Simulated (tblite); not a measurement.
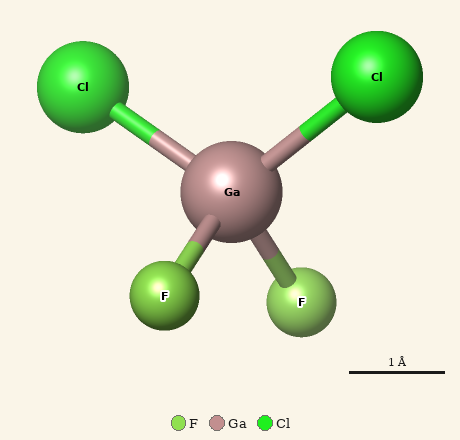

Figure 1. The structure (ball-and-stick view, seen at a tilt). Sticks mark near contacts. Bond lengths as drawn: Cl–Ga 2.14 Å and F–Ga 1.81 Å.

Frequency calculation, with input and output: GaCl2F2 (charge −1)

The run: frequency calculation of GaCl2F2, charge −1. Method and program: GFN2-xTB harmonic vibrations, gas phase (tblite 0.8.0).

## The program's output
```
mode    cm-1     km/mol
  1      79.0      0.00
  2      84.3      0.00
  3     122.7     11.70
  4     140.8     26.23
  5     144.2     56.58
  6     300.1      5.92
  7     333.9     93.52
  8     386.5     94.22
  9     390.7     79.91
```

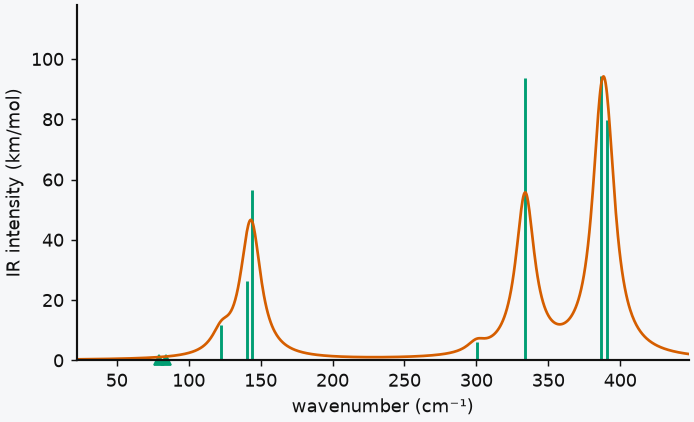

Figure 2. Harmonic infrared spectrum, unscaled: sticks (degenerate modes added up, dark ones marked on the axis) with a Lorentzian envelope of 16 cm⁻¹ full width, scaled to the tallest stick. 9 modes from 79 to 391 cm⁻¹, none imaginary. The strongest line is at 386 cm⁻¹ (94 km/mol). All modes, in cm⁻¹ (km/mol): 79 (0.0), 84 (0.0), 123 (11.7), 141 (26), 144 (57), 300 (5.9), 334 (94), 386 (94), 391 (80).

The run was set up as follows.

## Input
```
{"job": {"kind": "ir", "xc": "GFN2-xTB", "basis": "xTB"}, "charge": -1, "multiplicity": 1}
F      0.010494    -1.179694    -1.386292
Ga     0.001648    -0.011991    -0.003363
F     -0.072325    -1.096846     1.443234
Cl     1.831153     1.097392     0.019429
Cl    -1.762348     1.193992    -0.090193
```

The first line tells a small driver script what to run in tblite; the rest is the geometry in Å.

Launch command:
```bash
OMP_NUM_THREADS=1 python <driver script> task.json out
```

## Results in brief

- outcome: converged
- total energy: −552.3452 eV
- zero-point energy: 2.8340 kcal/mol
- hardware: 1 CPU thread, shared host
- peak memory: 0.18 GiB
